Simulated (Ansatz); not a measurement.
F$_{3}$GeH···H (doublet)

The calculation's input:

```
crystal:
  periodic: [false, false, false]
  atoms:
    - { symbol: Ge, position_ang: [0.0, 0.0, 0.0] }
    - { symbol: H, position_ang: [0.0, 0.0, 1.8] }
    - { symbol: F, position_ang: [1.5842, 0.0, -0.5594] }
    - { symbol: F, position_ang: [-0.7913, 1.3709, -0.5594] }
    - { symbol: F, position_ang: [-0.7913, -1.3709, -0.5594] }
    - { symbol: H, position_ang: [0.0, 0.0, 2.76] }
magnetization:
  spin_polarized: true
  initial_magnetization: 1
basis:
  gaussian: { orbitals: def2-SVP }
hamiltonian:
  xc: r2scanh
  dispersion: d4
relax:
  f_tol: 0.15
  max_steps: 25
  restrain:
    - { distance: [1, 5], at: 1.86, k: 30.0 }
    - { distance: [0, 1], at: 1.55, k: 30.0 }
output:
  orbitals: {}
```

Command:

```sh
ansatz run input.yaml --threads 4 --pin off --max-ram 5120MiB --backend cpu --events-out ev --progress --plain --runs-dir out
```

The fields are those of the run's last geometry, not of the input's.

Method: UKS r2SCANh-D4/def2-SVP (Ansatz).

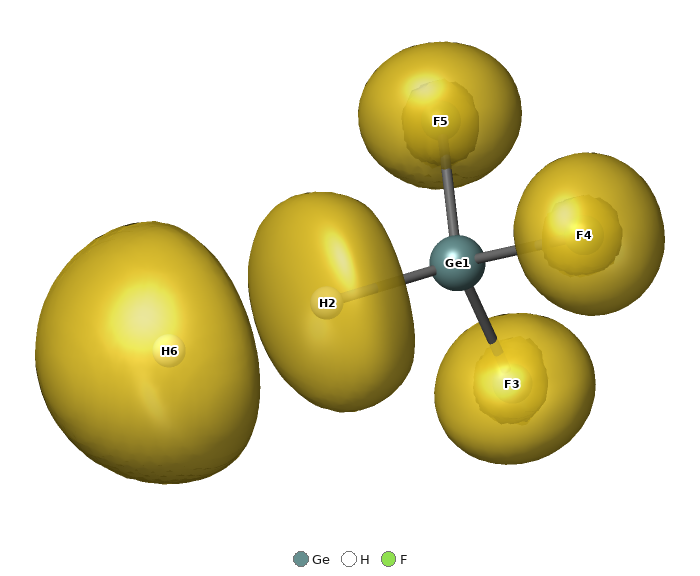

Figure 1. Isosurface of the electron localisation function at 0.75 (yellow), seen at a tilt. Only the valence region is drawn (cores and ρ < 0.01 e/Å³ removed).

### Where are the electrons localised?

The surface consists of two regions around hydrogen nuclei and three regions wrapped around F (the valence shell of each). Profiles from the grid: H2···H6 (1.86 Å): the ELF dips to about 0.15 between them. Ge–F (1.71 Å): the ELF peaks at about 0.80 in the valence shell of F, 0.5 Å from its nucleus, and is about 0.25 at the midpoint.

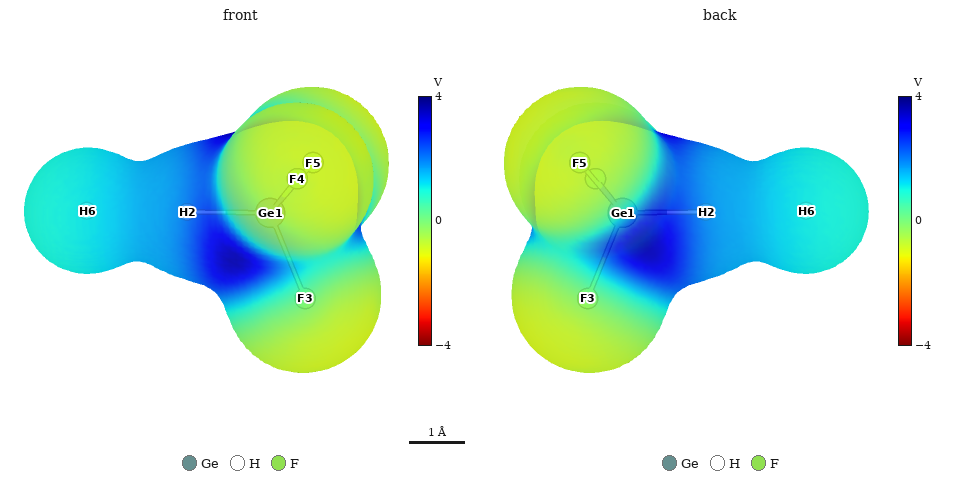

Figure 2. The molecular electrostatic potential painted on the density surface at 0.004 e/bohr³, seen from the front and from behind; the colour scale runs from red (negative) to blue (positive).

### Where is the surface potential most negative and most positive?

The most negative region (about −0.9 V) lies over F3, F4 and F5, the most positive (about +3.6 V) over Ge1.

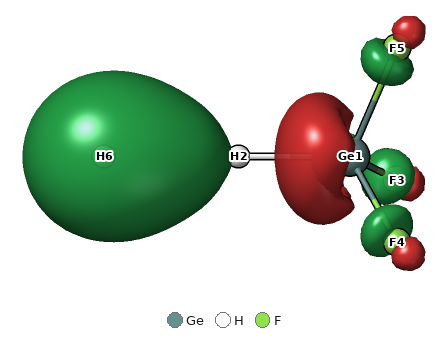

Figure 3. The LUMO (β) at ±0.15 Å⁻³ᐟ² (green and red are the two phases), seen from one side.

### Where does this orbital lie, and at what energy?

By Hirshfeld shares it lies mainly on H6 (about 65 %), Ge1 (about 15 %) and H2 (about 10 %). Its energy is −3.05 eV.
